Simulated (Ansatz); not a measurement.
```xyz
9

C    -0.8052   -0.1843    1.0928
Ta    0.1050    0.2098   -0.8015
O     1.9164    0.5546   -0.4400
F    -0.8058    1.6502   -1.5762
S    -0.1381   -1.6185   -1.9233
H    -1.8690   -0.4077    0.9664
H    -0.3402   -1.0409    1.5882
H    -0.7023    0.6946    1.7405
H     2.7276    0.0959   -0.6639
```

Geometry: PBE0-D4/def2-TZVP; core potentials replace the inner electrons of Ta.

These are results of RKS PBE0-D4/def2-TZVPP (Ansatz 0.2.0), not measurements.

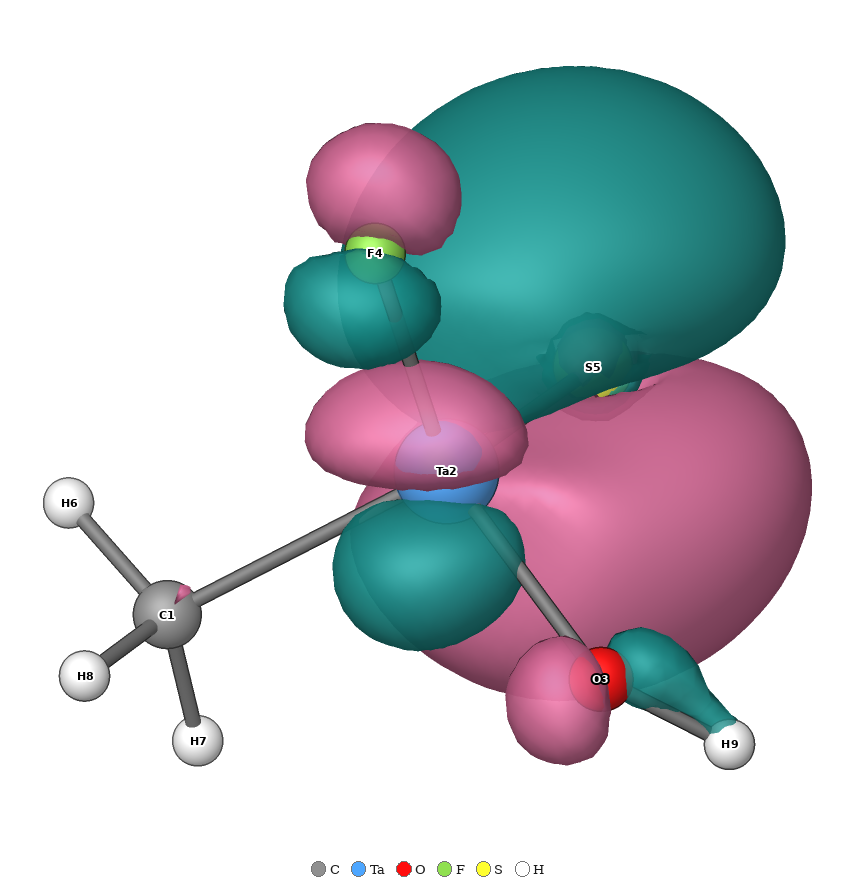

CH$_{4}$FOSTa (SMILES [CH3][Ta]([OH])([F])=[S]). One frontier orbital at ±0.08 Å⁻³ᐟ² (teal and pink are the two phases), seen at a tilt.

Which orbital is it: HOMO or LUMO?

Answer. The HOMO, at −7.64 eV. Its weight (Hirshfeld) is mainly on S5 (about 75 %) and Ta2 (about 20 %).
